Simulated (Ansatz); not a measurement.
**YZnPO, carrier doping**

Take YZnPO (space group R-3m, No. 166; a = 3.8472 Å, c = 29.9874 Å (hexagonal axes); a cell from a computed database, its experimental status unchecked) as the base.

Carriers are added at fixed cell with a uniform background; the Fermi–Dirac width is that of 300 K.

Level of theory: Ansatz (a program for electronic structure) PBEsol, scalar-relativistic without spin-orbit coupling.

Notes on the quantities. Fermi level from band edge: Fermi level relative to the doped band's edge (positive inside the band; to 0.05 eV).

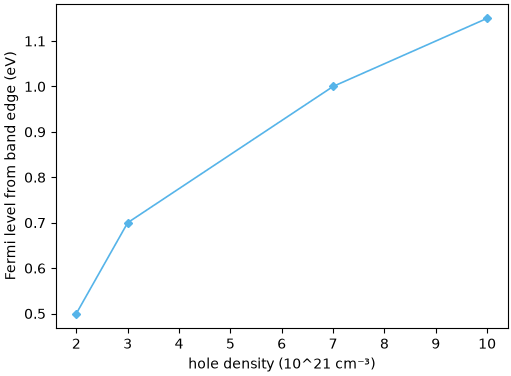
Fermi level from band edge against hole density

### Question
From the plot, what is the Fermi level from band edge for holes 7.0×10^21 cm⁻³?

### Answer
About 1.00 eV.

### Question
Is the trend monotonic over the range shown?

### Answer
Yes, it rises throughout, spanning +0.50 eV to +1.15 eV.

Charged cell with a jellium background: band edges are those of the host's band count, energies are not comparable with the neutral cell, and many-body gap narrowing is missing. Whether these cells are dynamically stable was not tested.
